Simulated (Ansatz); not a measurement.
# Si2H6O (disiloxane): BLYP/cc-pVDZ

Aim: the vertical singlet–triplet gap of Si2H6O (disiloxane) at BLYP/cc-pVDZ, from 2 runs. 

The calculation is run with Ansatz 0.2.0.

60 further runs of the same task are left out: 60 set aside as unsound or not needed.

**1. Starting point**

Si2H6O: 9 atoms, total charge 0, spin state singlet. SMILES: `[SiH3]O[SiH3]`. The coordinates come from a PBE0-D4/def2-TZVP relaxation.

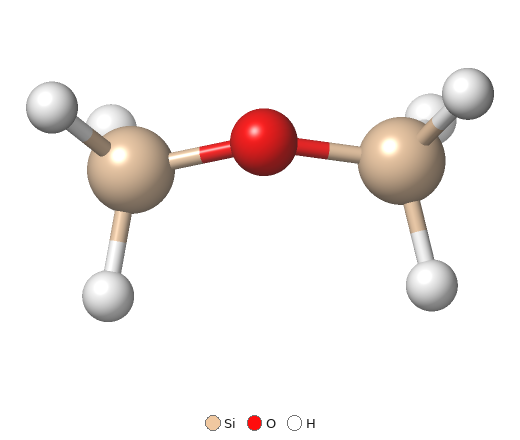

The structure, seen from a chosen angle (silicon light orange, oxygen red, hydrogen white).

**2. A single-point energy at BLYP/cc-pVDZ**

File input.yaml:

```yaml
crystal:
  periodic: [false, false, false]
  atoms:
    - {symbol: Si, position_ang: [-0.710290, 1.052660, -0.919520]}
    - {symbol: O, position_ang: [0.425550, 0.090990, -0.245380]}
    - {symbol: Si, position_ang: [0.775570, -1.038810, 0.881750]}
    - {symbol: H, position_ang: [-1.787270, 0.226580, -1.525660]}
    - {symbol: H, position_ang: [-0.060640, 1.872420, -1.970220]}
    - {symbol: H, position_ang: [-1.306170, 1.942760, 0.111330]}
    - {symbol: H, position_ang: [2.224270, -1.343130, 0.800010]}
    - {symbol: H, position_ang: [-0.009310, -2.275600, 0.628780]}
    - {symbol: H, position_ang: [0.448290, -0.527870, 2.238910]}
basis:
  gaussian:
    orbitals: cc-pVDZ
hamiltonian:
  xc: {name: BLYP}
accuracy: high
output:
  orbitals: {seedname: orbitals}
```

Launch:

```bash
$ ansatz run input.yaml --threads 1 --pin off --max-ram 3480MiB --events-out events.jsonl --progress --plain --runs-dir runs
```

The program printed:

```text
Warning: RAYON_NUM_THREADS=1 ignored (pool sized by the plan → 1); use --threads N
Functional definition: BLYP
  name "BLYP"
  parameter beta = 0.0042
  parameter a = 0.04918
  parameter b = 0.132
  parameter c = 0.2533
  parameter d = 0.349
  exchange = b88_x(beta = beta)
  correlation = lyp_c(a = a, b = b, c = c, d = d)
1882 factors; integrals over basis functions are off by at most 3.9e-9 eV
mean field evaluation 1: about -17894.1057 eV, gradient 5.7e1 eV
mean field evaluation 2: about -17862.6929 eV, gradient 1.4e2 eV
mean field evaluation 4: about -17900.0842 eV, gradient 2.8e0 eV
mean field evaluation 8: about -17900.1045 eV, gradient 9.5e-2 eV
mean field evaluation 16: about -17900.1045 eV, gradient 1.1e-6 eV
mean field -17900.10448681 eV, -657.8167067636 hartree, gradient 9.8e-9 eV, S^2 0.000000; 0 other end points of the search recorded, 0 dependent functions left out
reference -17900.10454670 eV, -657.8167089645 hartree; 21, 21 occupied and 59, 59 virtual orbitals, 1882 factors
Total energy: -17900.10454670 eV, -657.8167089645 hartree
```

Wall time 6.3 s (1 thread of Intel Xeon Platinum 8259CL at 2.50GHz (Skylake/Cascade Lake), shared host); peak memory 0.22 GiB.

**3. The triplet at the same level**

File molecule.yaml:

```yaml
crystal:
  periodic: [false, false, false]
  atoms:
    - {symbol: Si, position_ang: [-0.710290, 1.052660, -0.919520]}
    - {symbol: O, position_ang: [0.425550, 0.090990, -0.245380]}
    - {symbol: Si, position_ang: [0.775570, -1.038810, 0.881750]}
    - {symbol: H, position_ang: [-1.787270, 0.226580, -1.525660]}
    - {symbol: H, position_ang: [-0.060640, 1.872420, -1.970220]}
    - {symbol: H, position_ang: [-1.306170, 1.942760, 0.111330]}
    - {symbol: H, position_ang: [2.224270, -1.343130, 0.800010]}
    - {symbol: H, position_ang: [-0.009310, -2.275600, 0.628780]}
    - {symbol: H, position_ang: [0.448290, -0.527870, 2.238910]}
basis:
  gaussian: {orbitals: cc-pVDZ}
magnetization: {spin_polarized: true, initial_magnetization: 2}
hamiltonian: {xc: {name: BLYP}}
accuracy: high
output: {orbitals: {seedname: orbitals}}
```

Launch:

```bash
$ ansatz run molecule.yaml --threads 1 --pin off --max-ram 3480MiB --events-out events.jsonl --progress --plain --runs-dir runs
```

The program printed, cut to the lines that bear on the results:

```text
Warning: RAYON_NUM_THREADS=1 ignored (pool sized by the plan → 1); use --threads N
[... 2 set-up lines as earlier in the session ...]
[...]
1882 factors; integrals over basis functions are off by at most 3.9e-9 eV
[...]
mean field -17893.70406990 eV, -657.5814957805 hartree, gradient 5.7e-8 eV, S^2 2.002978; 6 other end points of the search recorded, 0 dependent functions left out
reference -17893.70413026 eV, -657.5814979989 hartree; 22, 20 occupied and 58, 60 virtual orbitals, 1882 factors
Total energy: -17893.70413026 eV, -657.5814979989 hartree
```

Run time: 31 s. Hardware: 1 thread of Intel Xeon Platinum 8259CL at 2.50GHz (Skylake/Cascade Lake), shared host; peak memory 0.29 GiB.

**4. Outcome**

Level: BLYP/cc-pVDZ.

| quantity | value |
| --- | --- |
| singlet: total energy | -657.81671 Eh |
| singlet: HOMO energy | -6.98 eV |
| singlet: LUMO energy | -0.49 eV |
| singlet: HOMO–LUMO gap | 6.49 eV |
| triplet: total energy | -657.58150 Eh |
| triplet: HOMO energy (highest over α and β) | -1.13 eV |
| triplet: ⟨S²⟩ | 2.003 |
| vertical energy of the triplet above the singlet | 6.400 eV |

In words: At this shape the triplet lies 6.40 eV (618 kJ/mol) above the singlet.
